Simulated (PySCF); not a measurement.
# [Tb(NH3)3]3+: how settings move a single point

Which settings matter for [Tb(NH3)3]3+? Each run alters one on purpose. The species was built from a template and needn't be a known compound.

Method: PBE, Tb lcecp-1-SVP with ECP54, N def2-SVP, H def2-SVP; scalar-relativistic core potentials, no spin–orbit coupling; program: PySCF 2.14.0.

3 further runs of the same task are left out: 2 for a known fault of the program, 1 that didn't finish.

**1. The starting structure**

13 atoms, charge 3, spin multiplicity 1.

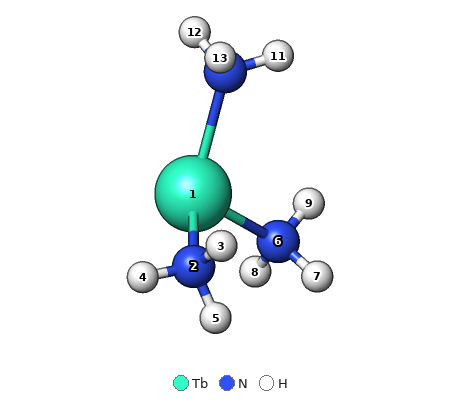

The structure; terbium teal, nitrogen blue, hydrogen white; atoms are numbered from 1 in the order of the file.

Coordinates:

```
atom    x (Å)    y (Å)    z (Å)
 Tb1   0.0000   0.0000  -0.7800
  N2   2.2810  -0.0013   0.0186
  H3   2.4940  -0.6284   0.8285
  H4   2.9940  -0.2956  -0.6901
  H5   2.6495   0.9233   0.3405
  N6  -1.1394   1.9761   0.0186
  H7  -0.7028   2.4741   0.8285
  H8  -1.2410   2.7407  -0.6901
  H9  -2.1244   1.8329   0.3405
 N10  -1.1416  -1.9748   0.0186
 H11  -1.7913  -1.8457   0.8285
 H12  -1.7530  -2.4450  -0.6901
 H13  -0.5251  -2.7562   0.3405
```

Formal oxidation states: Tb +3. Each metal's 8 4f electrons lie in its core potential, so multiplicities, spins and levels count the valence alone. An earlier session relaxed this geometry at PBE, Tb lcecp-1-SVP with ECP54, N def2-SVP, H def2-SVP (singlet, point group C3).

The sound run used a (50, 194) grid (finer on f atoms), a threshold of 1e-8 and at most 55 cycles, and ended at -204.813038 Eh.

**2. Try 1**

run.py (the lines that set the calculation)

```python
mol = gto.M(atom='''
Tb     0.00000     0.00000    -0.73316
N      2.14416    -0.00118     0.01744
H      2.34440    -0.59071     0.77882
H      2.81433    -0.27789    -0.64872
H      2.49054     0.86792     0.32005
N     -1.07106     1.85749     0.01744
H     -0.66063     2.32567     0.77882
H     -1.16650     2.57622    -0.64872
H     -1.99691     1.72291     0.32005
N     -1.07310    -1.85631     0.01744
H     -1.68377    -1.73495     0.77882
H     -1.64782    -2.29833    -0.64872
H     -0.49362    -2.59083     0.32005''',
    basis={'Tb': 'lcecp-1-SVP', 'N': 'def2-SVP', 'H': 'def2-SVP'},
    ecp={'Tb': 'lcecp-1-SVP'},
    charge=3, spin=0)
mf = dft.RKS(mol, xc='PBE')
mf.grids.atom_grid = (50, 194)  # f atoms: unpruned, at least (60, 302)
mf = mf.density_fit()  # fitting sets: Tb AutoAux, N def2-universal-JKFIT, H def2-universal-JKFIT
mf.conv_tol = 1e-08; mf.max_cycle = 55
mf.kernel(dm0)  # dm0: free metal ions and neutral atoms
```

On the command line:

```
$ OMP_NUM_THREADS=2 python run.py
```

The log of the run:

```text
init E= -198.065656998099
  HOMO = -1.22764621191307  LUMO = -0.742692110684367  gap/eV = 13.19627
cycle= 1 E= -203.187413270323  delta_E= -5.12  |g|=  2.8  |ddm|=  3.6
  HOMO = -0.639242739635456  LUMO = -0.629053820138895  gap/eV = 0.27725
cycle= 2 E= -198.403967194344  delta_E= 4.78  |g|= 4.45  |ddm|= 6.43
  HOMO = -0.89221529750221  LUMO = -0.547906337171662  gap/eV = 9.36912
cycle= 3 E= -204.657663630228  delta_E= -6.25  |g|= 0.568  |ddm|= 5.83
  HOMO = -0.899789194635587  LUMO = -0.670838968491004  gap/eV = 6.23005
cycle= 4 E= -204.761282228855  delta_E= -0.104  |g|= 0.192  |ddm|= 1.27
  HOMO = -0.872308323611433  LUMO = -0.634770110434404  gap/eV = 6.46374
cycle= 5 E= -204.77241016355  delta_E= -0.0111  |g|= 0.0226  |ddm|= 0.299
  HOMO = -0.874867691448326  LUMO = -0.636615080961073  gap/eV = 6.48318
cycle= 6 E= -204.772528974893  delta_E= -0.000119  |g|= 0.00456  |ddm|= 0.0229
  HOMO = -0.875205158282924  LUMO = -0.637089301176222  gap/eV = 6.47946
cycle= 7 E= -204.772534086593  delta_E= -5.11e-06  |g|= 0.000383  |ddm|= 0.00516
  HOMO = -0.875215488542673  LUMO = -0.637099402130071  gap/eV = 6.47947
cycle= 8 E= -204.772534121341  delta_E= -3.47e-08  |g|= 7.86e-05  |ddm|= 0.000406
  HOMO = -0.875215285815284  LUMO = -0.637088696794476  gap/eV = 6.47975
cycle= 9 E= -204.772534122707  delta_E= -1.37e-09  |g|= 3.97e-05  |ddm|= 0.000119
  HOMO = -0.875212805220354  LUMO = -0.637087935672259  gap/eV = 6.47971
Extra cycle  E= -204.77253412196  delta_E= 7.47e-10  |g|= 7.09e-05  |ddm|= 8.51e-05
converged SCF energy = -204.77253412196
```

Run time: 7.5 s. Hardware: 2 threads of Arm Neoverse V1, shared host.

Changed: the scale of all coordinates (0.94). It converges in 9 cycles, +1.102 eV from the sound run, with a largest force component of 2.82 eV/Å. The setting is unsound, so these numbers aren't the compound's.

**3. Try 2**

run.py (the lines that set the calculation)

```python
mol = gto.M(atom='''
Tb     0.00000     0.00000    -0.77996
N      2.28102    -0.00125     0.01856
H      2.49404    -0.62842     0.82853
H      2.99396    -0.29563    -0.69012
H      2.64951     0.92332     0.34048
N     -1.13943     1.97605     0.01856
H     -0.70280     2.47411     0.82853
H     -1.24096     2.74066    -0.69012
H     -2.12437     1.83288     0.34048
N     -1.14160    -1.97480     0.01856
H     -1.79125    -1.84570     0.82853
H     -1.75300    -2.44503    -0.69012
H     -0.52513    -2.75620     0.34048''',
    basis={'Tb': 'lcecp-1-SVP', 'N': 'def2-SVP', 'H': 'def2-SVP'},
    ecp={'Tb': 'lcecp-1-SVP'},
    charge=3, spin=0)
mf = dft.RKS(mol, xc='PBE')
mf.grids.atom_grid = (50, 194)  # f atoms: unpruned, at least (60, 302)
mf = mf.density_fit()  # fitting sets: Tb AutoAux, N def2-universal-JKFIT, H def2-universal-JKFIT
mf.conv_tol = 1e-08; mf.max_cycle = 55
mf.kernel(dm0)  # dm0: smeared density
```

On the command line:

```
$ OMP_NUM_THREADS=2 python run.py
```

The log of the run:

```text
init E= -204.777563455493
  HOMO = -0.848231245569644  LUMO = -0.629730332006057  gap/eV = 5.94571
cycle= 1 E= -204.812188741597  delta_E= -0.0346  |g|= 0.0505  |ddm|= 0.0994
  HOMO = -0.841641943998133  LUMO = -0.643491422828615  gap/eV = 5.39195
cycle= 2 E= -204.810388888167  delta_E= 0.0018  |g|= 0.101  |ddm|= 0.184
  HOMO = -0.846748734738957  LUMO = -0.638401238236494  gap/eV = 5.66942
cycle= 3 E= -204.813018745432  delta_E= -0.00263  |g|= 0.00706  |ddm|= 0.0982
  HOMO = -0.845946109227469  LUMO = -0.636452698201216  gap/eV = 5.70061
cycle= 4 E= -204.813038240259  delta_E= -1.95e-05  |g|= 0.001  |ddm|= 0.0139
  HOMO = -0.84607270967265  LUMO = -0.636522183497641  gap/eV = 5.70216
cycle= 5 E= -204.813038465699  delta_E= -2.25e-07  |g|= 0.000133  |ddm|= 0.000936
  HOMO = -0.846076385844527  LUMO = -0.636518644683011  gap/eV = 5.70236
cycle= 6 E= -204.813038469777  delta_E= -4.08e-09  |g|= 1.9e-05  |ddm|= 0.000125
  HOMO = -0.846078428238288  LUMO = -0.636519543190305  gap/eV = 5.70239
Extra cycle  E= -204.813038469771  delta_E= 5.97e-12  |g|= 2.04e-05  |ddm|= 3.99e-05
converged SCF energy = -204.813038469771
```

Wall time 6.2 s (2 threads of Arm Neoverse V1, shared host).

Changed: the starting guess (smeared density). It converges in 6 cycles, at the sound run's energy within 0.001 eV, with a largest force component of 0.01 eV/Å. The result survives the change.

**4. Try 3**

Changes to run.py (the lines that set the calculation) since step 3:

```diff
@@ -18,5 +18,5 @@
 mf = dft.RKS(mol, xc='PBE')
-mf.grids.atom_grid = (50, 194)  # f atoms: unpruned, at least (60, 302)
+mf.grids.atom_grid = (40, 110)  # f atoms: unpruned
 mf = mf.density_fit()  # fitting sets: Tb AutoAux, N def2-universal-JKFIT, H def2-universal-JKFIT
 mf.conv_tol = 1e-08; mf.max_cycle = 55
-mf.kernel(dm0)  # dm0: smeared density
+mf.kernel(dm0)  # dm0: free metal ions and neutral atoms
```

On the command line:

```
$ OMP_NUM_THREADS=2 python run.py
```

The log of the run:

```text
init E= -197.853559905142
  HOMO = -1.17430020231295  LUMO = -0.71636942071112  gap/eV = 12.46093
cycle= 1 E= -203.156550897347  delta_E= -5.3  |g|=  2.8  |ddm|=  3.4
  HOMO = -0.63713709972578  LUMO = -0.624528623170103  gap/eV = 0.34309
cycle= 2 E= -195.838686346236  delta_E= 7.32  |g|= 4.76  |ddm|= 5.95
  HOMO = -0.854847603107614  LUMO = -0.517380383707019  gap/eV = 9.18295
cycle= 3 E= -204.627278172837  delta_E= -8.79  |g|= 0.698  |ddm|= 5.43
  HOMO = -0.872627246055228  LUMO = -0.67035306214829  gap/eV = 5.50416
cycle= 4 E= -204.798860093388  delta_E= -0.172  |g|= 0.213  |ddm|= 1.62
  HOMO = -0.842043425488785  LUMO = -0.632081802105853  gap/eV = 5.71335
cycle= 5 E= -204.812700536436  delta_E= -0.0138  |g|= 0.0336  |ddm|= 0.335
  HOMO = -0.845711243907104  LUMO = -0.636061679532843  gap/eV = 5.70486
cycle= 6 E= -204.813015465385  delta_E= -0.000315  |g|= 0.0059  |ddm|= 0.0395
  HOMO = -0.846075952574672  LUMO = -0.636566257028705  gap/eV = 5.70105
cycle= 7 E= -204.81302407003  delta_E= -8.6e-06  |g|= 0.000775  |ddm|= 0.00655
  HOMO = -0.846064876623468  LUMO = -0.636544293184076  gap/eV = 5.70135
cycle= 8 E= -204.813024215448  delta_E= -1.45e-07  |g|= 0.000325  |ddm|= 0.000879
  HOMO = -0.846084785052841  LUMO = -0.636531107922172  gap/eV = 5.70225
cycle= 9 E= -204.813024237477  delta_E= -2.2e-08  |g|= 0.000112  |ddm|= 0.00033
  HOMO = -0.846077017105526  LUMO = -0.636521330987597  gap/eV = 5.70230
cycle= 10 E= -204.813024240423  delta_E= -2.95e-09  |g|= 9.96e-06  |ddm|= 0.000117
  HOMO = -0.846079261846091  LUMO = -0.636523643557178  gap/eV = 5.70230
Extra cycle  E= -204.813024240426  delta_E= -2.9e-12  |g|= 1.03e-05  |ddm|= 2.36e-05
converged SCF energy = -204.813024240426
```

Run time: 6.1 s. Hardware: 2 threads of Arm Neoverse V1, shared host.

Changed: the integration grid, to (40, 110). It converges in 10 cycles, at the sound run's energy within 0.001 eV, with a largest force component of 0.03 eV/Å. The result survives the change.

**5. Try 4**

Changes to run.py (the lines that set the calculation) since step 4:

```diff
@@ -18,3 +18,3 @@
 mf = dft.RKS(mol, xc='PBE')
-mf.grids.atom_grid = (40, 110)  # f atoms: unpruned
+mf.grids.atom_grid = (10, 14)  # f atoms: unpruned
 mf = mf.density_fit()  # fitting sets: Tb AutoAux, N def2-universal-JKFIT, H def2-universal-JKFIT
```

On the command line:

```
$ OMP_NUM_THREADS=2 python run.py
```

The log of the run:

```text
init E= -198.068922904407
  HOMO = -1.17823891986907  LUMO = -0.717447777221369  gap/eV = 12.53877
cycle= 1 E= -203.492679037  delta_E= -5.42  |g|= 2.81  |ddm|=  3.4
  HOMO = -0.622415626470483  LUMO = -0.6185278792657  gap/eV = 0.10579
cycle= 2 E= -197.393925677729  delta_E=  6.1  |g|= 4.61  |ddm|= 6.61
  HOMO = -0.871099567756407  LUMO = -0.532492768961522  gap/eV = 9.21396
cycle= 3 E= -204.995886231321  delta_E= -7.6  |g|= 0.618  |ddm|= 6.12
  HOMO = -0.862569059414511  LUMO = -0.66393491348166  gap/eV = 5.40511
cycle= 4 E= -205.121196182054  delta_E= -0.125  |g|= 0.231  |ddm|= 1.39
  HOMO = -0.848378907835995  LUMO = -0.627819382631404  gap/eV = 6.00173
cycle= 5 E= -205.132452628482  delta_E= -0.0113  |g|= 0.13  |ddm|= 0.348
  HOMO = -0.845568994330276  LUMO = -0.626690863756011  gap/eV = 5.95598
cycle= 6 E= -205.135961644204  delta_E= -0.00351  |g|= 0.0302  |ddm|= 0.118
  HOMO = -0.849909082464865  LUMO = -0.6290588464556  gap/eV = 6.00964
cycle= 7 E= -205.136172730924  delta_E= -0.000211  |g|= 0.00269  |ddm|= 0.0264
  HOMO = -0.849918974007712  LUMO = -0.629301498828498  gap/eV = 6.00331
cycle= 8 E= -205.136174475734  delta_E= -1.74e-06  |g|= 0.000383  |ddm|= 0.00308
  HOMO = -0.84993072903143  LUMO = -0.62928532799997  gap/eV = 6.00407
cycle= 9 E= -205.136174505372  delta_E= -2.96e-08  |g|= 0.000224  |ddm|= 0.000504
  HOMO = -0.849925424762629  LUMO = -0.629277565308506  gap/eV = 6.00413
cycle= 10 E= -205.136174515887  delta_E= -1.05e-08  |g|= 5.71e-05  |ddm|= 0.000208
  HOMO = -0.849923380868695  LUMO = -0.629272498881297  gap/eV = 6.00422
cycle= 11 E= -205.136174516621  delta_E= -7.34e-10  |g|= 5.81e-06  |ddm|= 5.88e-05
  HOMO = -0.849923882591082  LUMO = -0.629274639393092  gap/eV = 6.00417
Extra cycle  E= -205.136174516622  delta_E= -1.19e-12  |g|= 5.97e-06  |ddm|= 1.73e-05
converged SCF energy = -205.136174516622
```

It took 5.2 s on 2 threads of Arm Neoverse V1, shared host.

Changed: the integration grid, to (10, 14). It converges in 11 cycles, -8.793 eV from the sound run, with a largest force component of 11.34 eV/Å. The setting is unsound, so these numbers aren't the compound's.

**6. Side by side**

| run | changed | ending | energy change (eV) | cycles | time | usable |
| --- | --- | --- | --- | --- | --- | --- |
| 1 | the scale of all coordinates | converged | +1.102 | 9 | 7.5 s | no |
| 2 | the starting guess | converged | 0.000 | 6 | 6.2 s | yes |
| 3 | the integration grid | converged | 0.000 | 10 | 6.1 s | yes |
| 4 | the integration grid | converged | -8.793 | 11 | 5.2 s | no |

2 of 4 altered runs give a usable result. 2 ended normally with numbers unfit to quote.
